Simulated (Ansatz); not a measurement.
## BeBi3 (built on the sites of a database entry of SrBi3): phonons and vibrational spectra

Aim: the vibrations of BeBi3 (built on the sites of a database entry of SrBi3), their spectra, and whether the structure is stable.

Method: DFT PBEsol, scalar-relativistic, plane waves, norm-conserving pseudopotentials, in Ansatz 0.2.0.

The structure was built from a prototype and need not be the compound's stable phase.

### Step 1. The starting structure

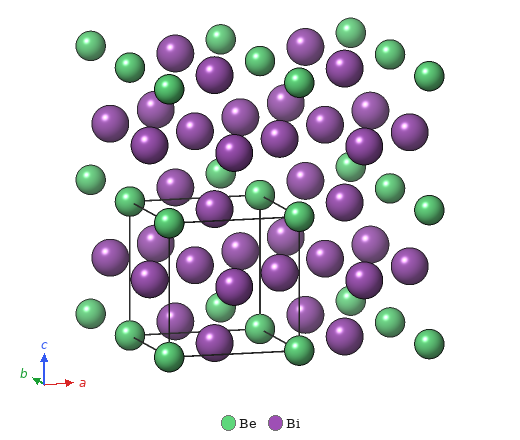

The cell as given, slightly off an axis (beryllium green, bismuth purple). 2×2×2 cells are drawn. Some periodic images of atoms are drawn too.

### Step 2. Coarse relaxation

A rough relaxation comes first, because large forces or stress need no tight tolerances yet.

Input file input.yaml:

```yaml
crystal:
  lattice:
    - [4.44566, 0.0, 0.0]
    - [0.0, 4.44566, 0.0]
    - [0.0, 0.0, 4.44566]
  atoms:
    - { symbol: Be, position: [0.0, 0.0, 0.0] }
    - { symbol: Bi, position: [0.5, 0.5, 0.0] }
    - { symbol: Bi, position: [0.5, 0.0, 0.5] }
    - { symbol: Bi, position: [0.0, 0.5, 0.5] }
kpoints:
  mp_grid: { grid: [4, 4, 4] }
hamiltonian:
  xc: pbesol
  pseudopotentials: { kind: nc }
scf:
  occupations: { method: gaussian, width: 0.1 }
output:
  forces: true
  stress: true
  eigenvalues: true
relax:
  adjacent_minimum: "off"
  f_tol: 0.05
  max_steps: 80
  cell: { stress_tol: 0.5 }
```

On the command line:

```bash
$ ansatz run input.yaml --threads 8 --pin off --max-ram 14336MiB --backend cpu --events-out ev --progress --plain --runs-dir out
```

Numbers of over 12 decimals in the logs are rounded to 6 here.

Output:

```text
The last accepted step is kept in <dir> (removed where the run ends without a failure and the disk answers)
Engine: ansatz 0.2.0, aarch64-unknown-linux-gnu
Pseudopotentials: kind: nc
Pseudopotential: Be, nc, valence charge 4, recommended cutoff 1197.300995 eV (normal), Be.nc.azcp (PseudoDojo's, or run here from an input of PseudoDojo's: the run reads no file of this project's for it)
[...]
F+E_penalty+E_count = -7043.28328682 eV   max|allowed force component| = 3.458e-29 eV/Å   (the final SCF, on the basis selected at the relaxed cell)
  cell:  # Å, volume = 106.9999 Å³
    - [4.747457, 0, 0]
    - [0, 4.747457, 0]
    - [0, 0, 4.747457]
  atoms:
    - { symbol: Be, position: [0, 0, 0] }
    - { symbol: Bi, position: [0.5, 0.5, 0] }
    - { symbol: Bi, position: [0.5, 0, 0.5] }
    - { symbol: Bi, position: [0, 0.5, 0.5] }
[key lines of the parts left out:]
SCF converged after 4 iterations
Free energy (F): -7043.283287 eV
Fermi energy:    10.834055 eV
P = ⅓ Tr σ = 0.1480 GPa (1.480 kbar)
```

Wall time 4.5 s (8 threads of Arm Neoverse V2, shared host); peak memory 0.99 GiB.

The steps of the relaxation:

| step | energy less that of the first step (eV) | largest force component (eV/Å) | pressure (GPa) | volume (Å³) |
| --- | --- | --- | --- | --- |
| 1 | 0.0000 | 0.0000 | 16.62 | 87.86 |
| 2 | -0.7911 | 0.0000 | 3.64 | 101.35 |
| 3 | -0.8510 | 0.0000 | 0.67 | 105.91 |
| 4 | -0.8534 | 0.0000 | 0.05 | 107.00 |
| 5* | -0.8582 | 0.0000 | 0.15 | 107.00 |

Relaxation steps marked * repeat the geometry before them on a plane-wave basis chosen anew for their cell, so energy and pressure can jump there.

Forces are held to the 48 operations that the run works with; a distortion that breaks them can't arise in this run.

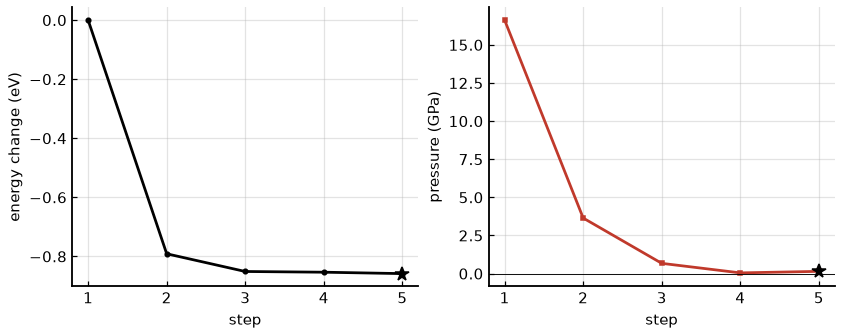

Energy and pressure along the relaxation. Stars mark steps on a basis chosen anew.

| conventional cell, symmetrised | before | after | change |
| --- | --- | --- | --- |
| a (Å) | 4.446 | 4.747 | +6.8 % |
| b (Å) | 4.446 | 4.747 | +6.8 % |
| c (Å) | 4.446 | 4.747 | +6.8 % |
| volume (Å³/atom) | 21.97 | 26.75 | +21.8 % |

The relaxed structure:

```xyz
4
Lattice="4.7475 0.0000 0.0000 0.0000 4.7475 0.0000 0.0000 0.0000 4.7475" Properties=species:S:1:pos:R:3 pbc="T T T"
Be    0.0000    0.0000    0.0000
Bi    2.3737    2.3737    0.0000
Bi    2.3737    0.0000    2.3737
Bi    0.0000    2.3737    2.3737
```

This step gave:

* pressure: 0.1480 GPa
* volume per atom: 26.75 Å³
* gap on the k-mesh: 0 eV

In this step the volume went from 21.97 to 26.75 Å³/atom.

### Step 3. Relaxation

Harmonic phonons are second derivatives at a point where the forces vanish, and they are wanted at zero stress, so atoms and cell are relaxed first.

input.yaml, the sections that differ from step 2:

```yaml
crystal:
  lattice:
    - [4.7474574687, 0.0, 0.0]
    - [0.0, 4.7474574687, 0.0]
    - [0.0, 0.0, 4.7474574687]
  atoms:
    - { symbol: Be, position: [0.0, 0.0, 0.0] }
    - { symbol: Bi, position: [0.5, 0.5, 0.0] }
    - { symbol: Bi, position: [0.5, 0.0, 0.5] }
    - { symbol: Bi, position: [0.0, 0.5, 0.5] }
kpoints:
  mp_grid: { grid: [10, 10, 10] }
relax:
  adjacent_minimum: "off"
  f_tol: 0.005
  max_steps: 80
  cell: { stress_tol: 0.05 }
# hamiltonian, scf, output: as in step 2
```

Output:

```text
[...]
Crystal: 4 atoms, lattice volume = 107.000 Å³
Basis set: ecut = 1197.300995 eV, 10059 PW (Γ), exchange–correlation on 108×108×108 points (8 copies of the dense FFT grid, shifted against one another)
Bands: 30, of which v1, the nominal top of the filled ones, is band 25 counted from 1 (24 counted from 0)
Symmetry: 48 space group operations
[...]
k-points: 56 of 1000
[...]
--- Relaxed structure (3 steps of the walk, 3 accepted, 1 SCFs on fresh bases) ---
[...]
cell:  # Å, volume = 105.9268 Å³
    - [4.731534, 0, 0]
    - [0, 4.731534, 0.0]
    - [0, 0.0, 4.731534]
  atoms:
    - { symbol: Be, position: [0, 0, 0] }
    - { symbol: Bi, position: [0.5, 0.5, 0] }
    - { symbol: Bi, position: [0.5, 0, 0.5] }
    - { symbol: Bi, position: [0, 0.5, 0.5] }
[key lines of the parts left out:]
SCF converged after 5 iterations
Free energy (F): -7043.469401 eV
Fermi energy:    11.048622 eV
P = ⅓ Tr σ = -0.0104 GPa (-0.104 kbar)
```

The job ended after 18 s (8 threads; peak memory 1.3 GiB).

Step by step:

| step | energy less that of the first step (eV) | largest force component (eV/Å) | pressure (GPa) | volume (Å³) |
| --- | --- | --- | --- | --- |
| 1 | 0.0000 | 0.0000 | -0.59 | 107.00 |
| 2 | -0.0003 | 0.0000 | 0.56 | 104.92 |
| 3 | -0.0020 | 0.0000 | -0.01 | 105.93 |
| 4* | -0.0020 | 0.0000 | -0.01 | 105.93 |

Relaxation steps marked * repeat the geometry before them on a plane-wave basis chosen anew for their cell, so energy and pressure can jump there.

The run keeps the 48 symmetry operations that it works with, so distortions that break them were not tested.

| conventional cell, symmetrised | before | after | change |
| --- | --- | --- | --- |
| a (Å) | 4.747 | 4.732 | -0.3 % |
| b (Å) | 4.747 | 4.732 | -0.3 % |
| c (Å) | 4.747 | 4.732 | -0.3 % |
| volume (Å³/atom) | 26.75 | 26.48 | -1.0 % |

Final coordinates:

```xyz
4
Lattice="4.7315 0.0000 0.0000 0.0000 4.7315 0.0000 0.0000 0.0000 4.7315" Properties=species:S:1:pos:R:3 pbc="T T T"
Be    0.0000    0.0000    0.0000
Bi    2.3658    2.3658    0.0000
Bi    2.3658    0.0000    2.3658
Bi    0.0000    2.3658    2.3658
```

This step gave:

```
pressure        : -0.01045 GPa
volume per atom : 26.48 Å³
```

In this step the volume went from 26.75 to 26.48 Å³/atom.

### Step 4. Relaxing to small forces for the phonons

Phonons need a cell at rest on their own settings, so the relaxation is repeated with tight tolerances on forces and stress on the k mesh and occupations of the first response run.

Input file input.yaml:

```yaml
crystal:
  lattice:
    - [4.7315343464, 0.0, 0.0]
    - [0.0, 4.7315343464, 0.0]
    - [0.0, 0.0, 4.7315343464]
  atoms:
    - { symbol: Be, position: [0.0, 0.0, 0.0] }
    - { symbol: Bi, position: [0.5, 0.5, 0.0] }
    - { symbol: Bi, position: [0.5, 0.0, 0.5] }
    - { symbol: Bi, position: [0.0, 0.5, 0.5] }
kpoints:
  mp_grid: { grid: [10, 10, 10] }
hamiltonian:
  xc: pbesol
  pseudopotentials: { kind: nc }
scf:
  occupations: { method: methfessel_paxton, width: 0.2 }
output:
  forces: true
  stress: true
  eigenvalues: true
  write_density: true
  write_potential: true
  elf: true
  volumetric_format: npy
relax:
  adjacent_minimum: "off"
  f_tol: 0.001
  max_steps: 60
  cell: { stress_tol: 0.01 }
```

Output:

```text
[...]
Crystal: 4 atoms, lattice volume = 105.927 Å³
Basis set: ecut = 1197.300995 eV, 9939 PW (Γ), exchange–correlation on 108×108×108 points (8 copies of the dense FFT grid, shifted against one another)
Bands: 30, of which v1, the nominal top of the filled ones, is band 25 counted from 1 (24 counted from 0)
Symmetry: 48 space group operations
[...]
k-points: 56 of 1000
[...]
--- Relaxed structure (3 steps of the walk, 3 accepted, 1 SCFs on fresh bases) ---
[...]
cell:  # Å, volume = 105.8921 Å³
    - [4.731018, 0, 0.0]
    - [0, 4.731018, 0]
    - [0.0, 0, 4.731018]
  atoms:
    - { symbol: Be, position: [0, 0, 0] }
    - { symbol: Bi, position: [0.5, 0.5, 0] }
    - { symbol: Bi, position: [0.5, 0, 0.5] }
    - { symbol: Bi, position: [0, 0.5, 0.5] }
[key lines of the parts left out:]
SCF converged after 9 iterations
Free energy (F): -7043.462977 eV
Fermi energy:    11.049878 eV
P = ⅓ Tr σ = -0.0001 GPa (-0.001 kbar)
```

Wall time 20 s (8 threads); peak memory 1.3 GiB; 2.6 min of CPU time.

Little changed from the start: no atom moved by 0.005 Å and no cell edge by 0.1 %.

Numbers from this step:

```yaml
pressure: -6.14e-5 GPa
volume_per_atom: 26.47 Å³
```

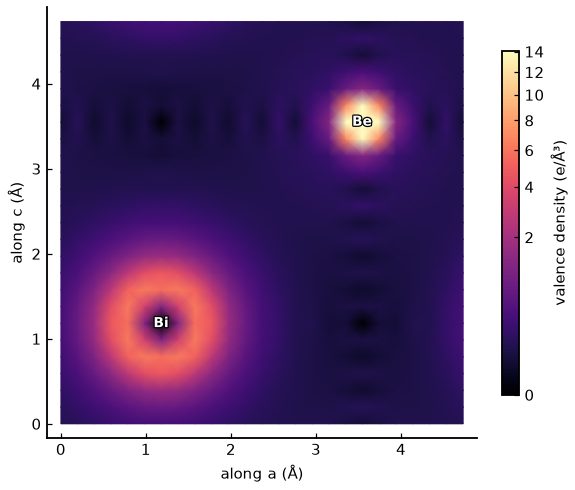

Valence density in the ac plane at fractional y = 0.000, with atoms of Be and Bi within 0.2 Å of it. It is the smooth field of the valence electrons, not physical close to the nuclei. The map starts off the cell's origin, so that atoms lie inside it. The colour scale is stretched toward low values.

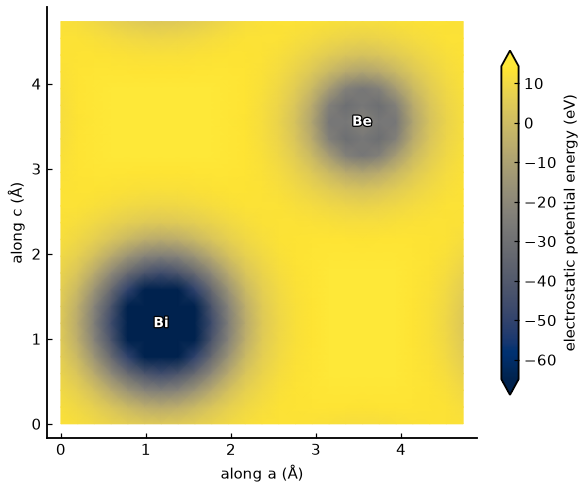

Electrostatic potential energy in the ac plane at fractional y = 0.000, with atoms of Be and Bi within 0.2 Å of it. With pseudopotentials it is smooth inside the atoms' cores, unlike the true potential. The map starts off the cell's origin, so that atoms lie inside it.

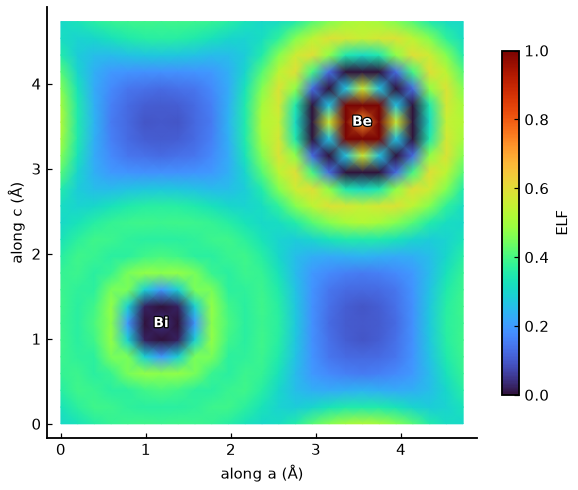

ELF in the ac plane at fractional y = 0.000, with atoms of Be and Bi within 0.2 Å of it. It is the smooth field of the valence electrons, not physical close to the nuclei. The map starts off the cell's origin, so that atoms lie inside it.

The forces vanish by symmetry and the pressure is 0.000 GPa, within the tolerances set. The cell now holds 26.47 Å³/atom.

### Step 5. Modes at Γ

The zone centre comes first: it holds the modes that light can see, as far as symmetry allows. No field response is asked, since the mesh shows no gap.

input.yaml, the sections that differ from step 4:

```yaml
crystal:
  lattice:
    - [4.7310176949, 0.0, 0.0]
    - [0.0, 4.7310176949, 0.0]
    - [0.0, 0.0, 4.7310176949]
  atoms:
    - { symbol: Be, position: [0.0, 0.0, 0.0] }
    - { symbol: Bi, position: [0.5, 0.5, 0.0] }
    - { symbol: Bi, position: [0.5, 0.0, 0.5] }
    - { symbol: Bi, position: [0.0, 0.5, 0.5] }
output:
  eigenvalues: true
phonons:
  method: dfpt
# kpoints, hamiltonian, scf: as in step 4
# relax: removed
```

Output:

```text
zone centre: on kpoints.mp_grid the ground state, and the responses unless they are solved on pairs of k-points, stand on 216 of the mesh's 1000 k-points, reduced under 8 symmetry operations, with k and −k counted as one. Each operation leaves every solved displacement unchanged or reverses it
[...]
Crystal: 4 atoms, lattice volume = 105.892 Å³
Basis set: ecut = 1197.300995 eV, 9939 PW (Γ), exchange–correlation on 108×108×108 points (8 copies of the dense FFT grid, shifted against one another)
Bands: 30, of which v1, the nominal top of the filled ones, is band 25 counted from 1 (24 counted from 0)
Symmetry: 48 space group operations
k-points: 216 of 1000 (irreducible under 8 space group operations)
[...]
SCF iter   1: F=—  HF=-7043.575620 eV  |F-HF|=—  |Δ(HF+E_count)|=         —  Δρ=1.27e-2  dr2=4.73e-1  ethr=3.10e-3  ⟨swp⟩=6.2  Hψ=27053  notcnv=0
[...]
SCF iter  10: F=-7043.462977 eV  HF=-7043.462977 eV  |F-HF|=9.09e-13  |Δ(HF+E_count)|=  9.09e-13  S|Δr|=    0.00e0  Δρ=4.09e-8  dr2=1.33e-12  ethr=1.00e-12  ⟨swp⟩=9.0  Hψ=36198  notcnv=0
SCF 1 converged in 10 iterations: F = -7043.462977 eV  dr2 = 1.33e-12
DFPT response loops at Γ: preconditioner auto → Kerker (q_TF=auto, 2.399 Å⁻¹) (partly filled bands, converged f_vac=0.000); β = 1.00, the filter's whole step (`scf.mixing.beta` (0.50) is not read by the response loops under this deck's `scf.mixing.preconditioner`; to damp them name `kerker` or `kerker_dos`, under which they read `scf.mixing.beta`, and type it under 1.00, their step now; both keys bind the ground state too); Broyden in place of MSR1
SCF converged after 10 iterations
[...]
Free energy (F): -7043.462977 eV
[...]
Internal energy: -7043.464368 eV  (E = F + TS)
E sigma→0 (E₀):  -7043.463325 eV
Entropy (-TS):   0.001391 eV (0.348 meV/atom)
Fermi energy:    11.049878 eV
[...]
--- Band table (eV; the first three rows and the last of 216) ---
  k-point 0: bands = [... 21 lower, 6.8193, 9.4021, 12.1613, 12.1613, 12.1613, 12.9549, 12.9549, 12.9549, ... 1 higher]
  k-point 1: bands = [... 21 lower, 6.9535, 9.6119, 11.8862, 11.9841, 11.9841, 12.6476, 12.8794, 12.8794, ... 1 higher]
  k-point 2: bands = [... 21 lower, 7.2531, 10.2031, 11.3215, 11.3755, 11.3755, 12.0333, 12.9622, 12.9622, ... 1 higher]
  k-point 215: bands = [... 21 lower, 6.2477, 6.2477, 8.6729, 15.4345, 15.4345, 15.9588, 15.9588, 15.9588, ... 1 higher]
--- Phonons (Γ-DFPT): 3 representative perturbations + reference, on 216 of 1000 k-points (Σ response iterations 12) ---
  k mesh reduced under 8 symmetry operations, with k and −k counted as one. Each operation leaves every solved displacement unchanged or reverses it
  ASR residual: 5.169e-5 → 0.000e0 eV/Å²; symmetrization residual: 1.691e-6 eV/Å²
  ASR residual per site (eV/Å²): 2.23e-5 5.17e-5 5.17e-5 5.17e-5
  Γ frequencies (cm⁻¹): -157.87 -157.87 -157.87 -36.53 -36.53 -36.53 0.00 0.00 0.00 87.79 87.79 87.79
  non-analytic LO–TO correction: not included (Born effective charges unavailable; polar crystals: no LO–TO splitting at Γ)
```

The job ended after 2.4 min (8 threads; peak memory 9.1 GiB).

In the SCF lines HF is the Harris–Foulkes energy and dr2 the Hartree energy of the density residual, in eV; the loop may stop once dr2 is under the threshold and the program's other checks hold. Hψ counts applications of the Hamiltonian.

This step gave:

```yaml
sum_rule_residual_before_enforcement: 5.17e-5 eV/Å²
point_group: m-3m
highest_optical_mode_at_the_zone_centre_no_lo_to_term: 87.79 cm⁻¹
lowest_optical_zone_centre_mode: -157.9 cm⁻¹
```

Patterns of degenerate modes are one choice out of their space. Modes at Γ, with each element's share of the kinetic energy (negative means imaginary):

| mode | frequency (cm⁻¹) | symmetry | Be % | Bi % |
| --- | --- | --- | --- | --- |
| 1 | -157.9 | T1u | 98 | 2 |
| 2 | -157.9 | T1u | 98 | 2 |
| 3 | -157.9 | T1u | 98 | 2 |
| 4 | -36.5 | T2u | 0 | 100 |
| 5 | -36.5 | T2u | 0 | 100 |
| 6 | -36.5 | T2u | 0 | 100 |
| 7 | 0.0 | acoustic | 1 | 99 |
| 8 | 0.0 | acoustic | 1 | 99 |
| 9 | 0.0 | acoustic | 1 | 99 |
| 10 | 87.8 | T1u | 0 | 100 |
| 11 | 87.8 | T1u | 0 | 100 |
| 12 | 87.8 | T1u | 0 | 100 |

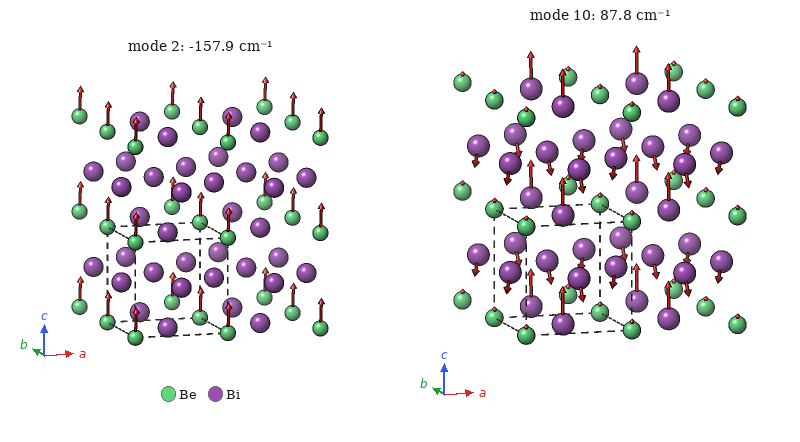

Displacement patterns of modes 2 and 10 at Γ; arrows are exaggerated. 2×2×2 cells are drawn. Some periodic images of atoms are drawn too.

Before it was imposed, the acoustic sum rule was missed by 5.2e-5 eV/Å². Small misses are needed for a sound result but don't prove that mesh and cutoff are converged. The lowest optical mode is imaginary, 157.9i cm⁻¹, so the energy falls along it.

(Part 1 of 2 ends here.)

[Logs are printed without paths, hosts, clocks, repeated set-up lines and the standing remarks that a program may print on its own settings, such as how far it seeks lower states.]

[Hosts, paths, dates, database ids (printed as entryN), source tags and the programs' standing remarks are cut or masked in the printed files.]
